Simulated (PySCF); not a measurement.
# H₃LaO₃: what the fields show

Input file:

```
mol = gto.M(atom='''
La     0.00000    -0.00000    -0.38452
O      2.13566    -0.00001     0.06349
H      3.03134    -0.00001     0.40168
O     -1.06782     1.84954     0.06349
H     -1.51566     2.62522     0.40168
O     -1.06784    -1.84953     0.06349
H     -1.51568    -2.62521     0.40168''',
    basis={'La': 'def2-SVP', 'O': 'def2-SVP', 'H': 'def2-SVP'},
    ecp={'La': 'def2-SVP'},
    charge=0, spin=0)
mf = dft.RKS(mol, xc='PBE0')
mf.grids.atom_grid = (75, 302)  # f atoms: at least (60, 302), unpruned
mf = mf.density_fit()  # La def2-universal-JKFIT, O def2-universal-JKFIT, H def2-universal-JKFIT
mf.conv_tol = 1e-09; mf.max_cycle = 55
mf.kernel(dm0)
```

Run with:

```sh
OMP_NUM_THREADS=2 python run.py
```

Core potentials replace the inner electrons of La.

Theory: PySCF 2.14.0, RKS PBE0, La def2-SVP with ECP46, O def2-SVP, H def2-SVP; non-relativistic Hamiltonian with scalar-relativistic core potentials where named; density fitting.

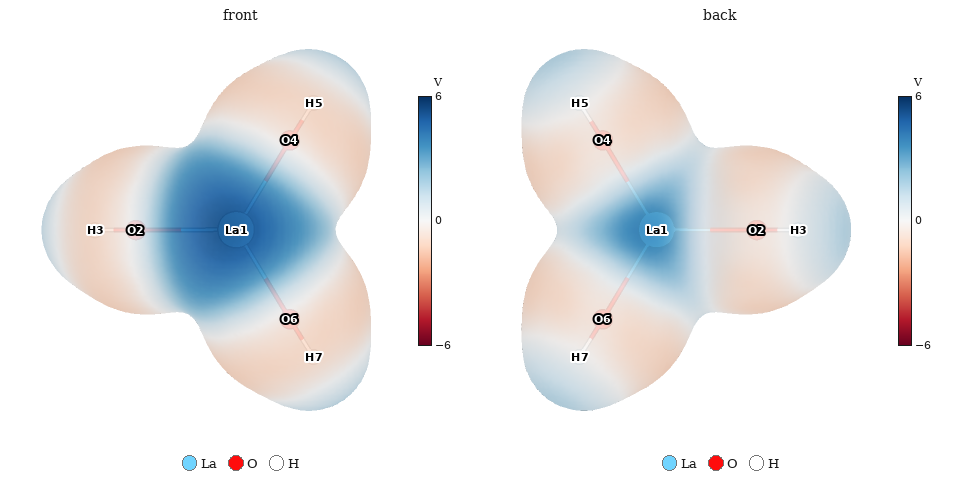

Figure 1. The molecular electrostatic potential painted on the density surface at 0.002 e/bohr³, seen from the front and from behind; red is negative and blue positive.

> Where is the surface potential most negative and most positive?

The most negative region (about −1.2 V) lies over O4, the most positive (about +5.1 V) over La1.

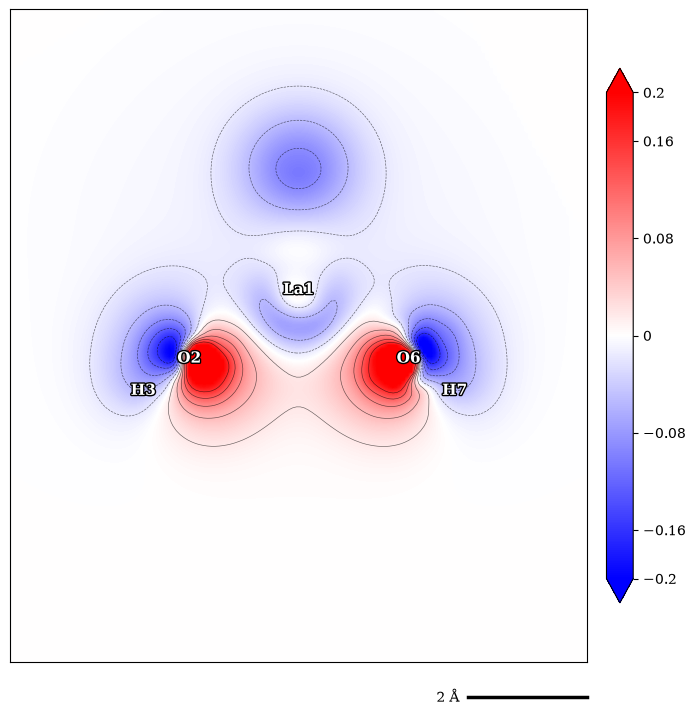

Figure 2. The HOMO−1 on the plane of atoms O2, La1 and O6 (values in Å⁻³ᐟ²; the overall sign is arbitrary).

> What is the character of this orbital?

Its weight (Hirshfeld) is mainly on O2 (about 30 %), O4 (about 30 %) and O6 (about 30 %); largely a combination of lone pairs on O2, O4 and O6. Its energy is −7.38 eV.

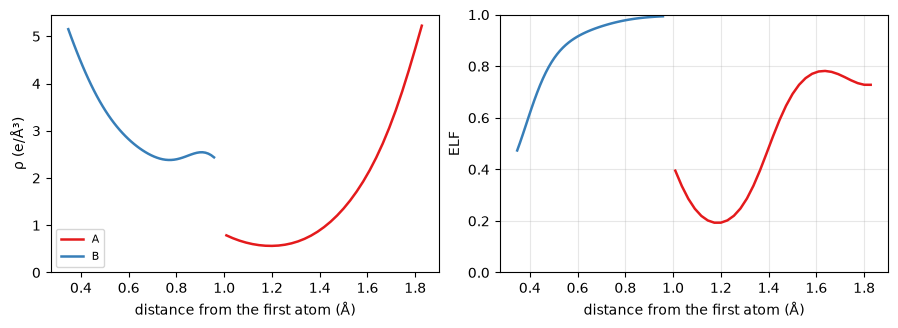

Figure 3. Electron density and electron localisation function along straight lines between neighbouring atoms. The curves leave out the atomic cores.

> Which curve belongs to which contact (La–O and O–H)? The first atom named is at distance zero.

Curve A: La–O (2.18 Å): ρ at the midpoint is about 0.63 e/Å³, with its minimum of 0.56 e/Å³ about 1.2 Å from La; the ELF is about 0.25 at the midpoint; an ionic contact with no shared pair. Curve B: O–H (0.96 Å): ρ is about 3.6 e/Å³ halfway; the ELF climbs to about 1 towards the hydrogen, as it does in any bond to H: an ordinary covalent bond to hydrogen.

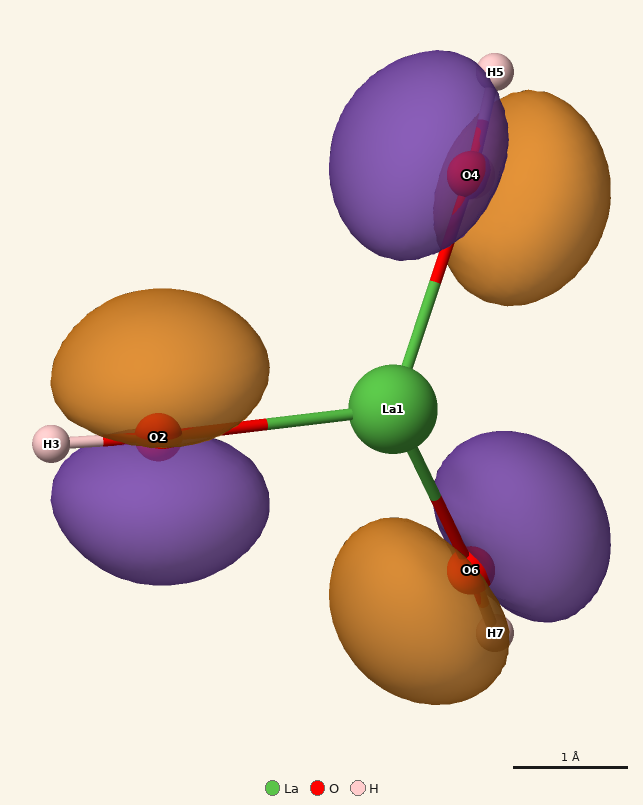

Figure 4. The HOMO at ±0.1 Å⁻³ᐟ² (orange and purple are the two phases), seen at a tilt.

> Describe this orbital and give its energy.

It lies mainly on O2 (about 30 %), O4 (about 30 %) and O6 (about 30 %); largely a combination of lone pairs on O2, O4 and O6. Its energy is −7.34 eV.
